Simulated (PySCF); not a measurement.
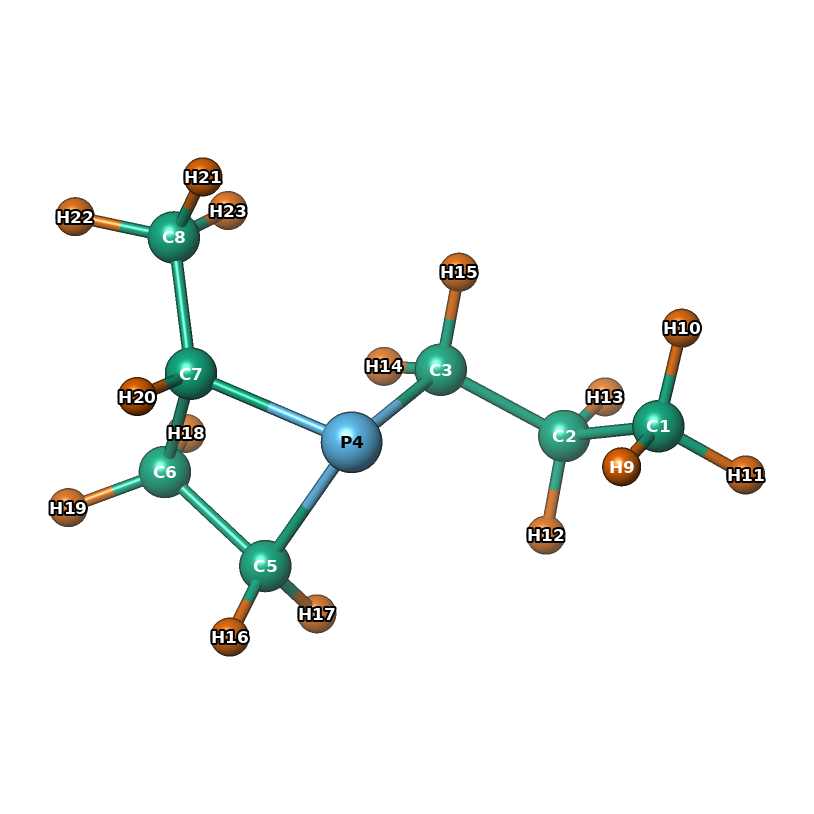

Distant atoms are faded towards the background colour. The geometry was computed by an optimisation with PBE0-D3(BJ)/def2-SVP. No frequency run is at hand to confirm it as a minimum.

Question: Which atoms or bonds are stereogenic?

Answer: Centres: C7.

Question: Assign CIP descriptors.

Answer: C7: S (priorities P4 > C6 > C8 > H20).
